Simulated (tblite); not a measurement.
**Run report: BSiH$_{6}$O$_{2}$ (charge −1), polarizability calculation**

- system: BSiH$_{6}$O$_{2}$, charge −1, SMILES O[BH2-]O[SiH3]
- method: GFN1-xTB, R-SCC (tblite 0.8.0)

The geometry comes from this level: GFN2-xTB.

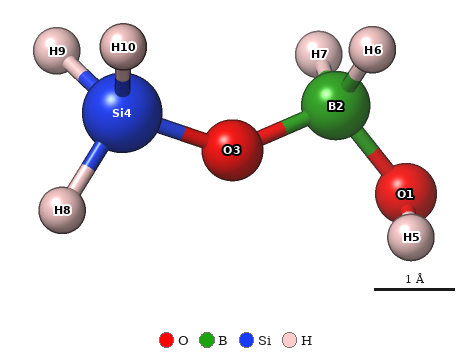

Fig. 1: The structure as given in the input (ball-and-stick view, seen at a tilt; atoms are numbered from 1 in the order of the input).

Key numbers

- outcome: converged
- total energy: −16.258431 hartree
- basis functions: 33
- largest force: 1.668 eV/Å
- HOMO: −5.13 eV
- LUMO: 0.44 eV
- hardware: 1 thread of Intel Xeon @ 2.50GHz (Skylake/Cascade Lake), 189 GiB of memory available, shared host
- wall time: 1.3 s
- peak memory: 0.067 GiB

Input (xtb_job.py)
```python
import json
import numpy as np
from tblite.interface import Calculator
from tblite.library import ffi
from tblite.interface import symbols_to_numbers

symbols = list(map(str, np.loadtxt("molecule.xyz", skiprows=2, usecols=0, dtype=str, ndmin=1)))
numbers = np.array(symbols_to_numbers(symbols))
positions = np.loadtxt("molecule.xyz", skiprows=2, usecols=(1, 2, 3), ndmin=2) / 0.5291772

def dipole(field):
    calc = Calculator("GFN1-xTB", numbers, positions, charge=-1, uhf=0)
    calc.set("verbosity", 0)
    calc.set("accuracy", 0.01)
    calc.add("electric-field", ffi.new("double[3]", list(field)))
    return calc.singlepoint()

F = 0.001  # field step, atomic units
sp = dipole([0.0, 0.0, 0.0])
alpha = np.array([(dipole(F * v).get('dipole') - dipole(-F * v).get('dipole')) / (2 * F) for v in np.eye(3)])
print(f"E = {sp.get('energy'):.8f} Eh")
print("polarizability tensor (bohr^3)")
for row in alpha:
    print("".join(f"{v:12.4f}" for v in row))
w = np.linalg.eigvalsh((alpha + alpha.T) / 2)
print("principal values", np.round(w, 3), " isotropic %.3f" % w.mean())
out = {k: np.asarray(sp.get(k)).tolist() for k in ("energy", "gradient", "charges", "dipole", "orbital-energies", "orbital-occupations")}
out.update(symbols=symbols, positions=(positions * 0.529177210903).tolist(), alpha=alpha.tolist())
json.dump(out, open("results.json", "w"))
```

File molecule.xyz
```
10
start geometry
O     -1.242840     1.383080    -1.517160
B     -0.121950     1.124350    -0.611580
O     -0.311940    -0.242330     0.005720
Si     0.366670    -1.200030     1.026620
H     -1.279050     0.647060    -2.128330
H      0.959360     1.092880    -1.208870
H     -0.125750     1.961720     0.263010
H     -0.486580    -2.410700     1.084960
H      0.507110    -0.693800     2.415810
H      1.734970    -1.662230     0.669820
```

Launched with:
```bash
python xtb_job.py
```

The program's output
```
E = -16.25843145 Eh
polarizability tensor (bohr^3)
     29.5059     -0.9929      1.9040
     -0.9931     35.2955     -2.9216
      1.9040     -2.9215     33.4404
principal values [28.729 31.63  37.883]  isotropic 32.747
```

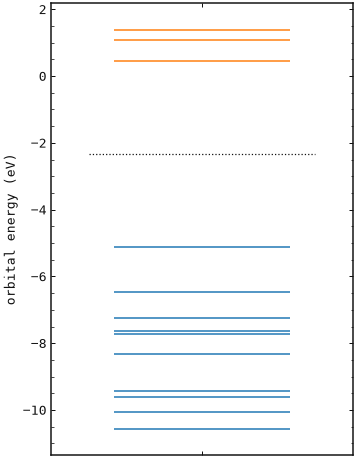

Fig. 2: Orbital energies near the frontier; the dotted line parts filled from empty levels, and levels within 0.02 eV of each other stand side by side. Highest filled −5.13 eV, lowest empty 0.44 eV, 5.57 eV apart.
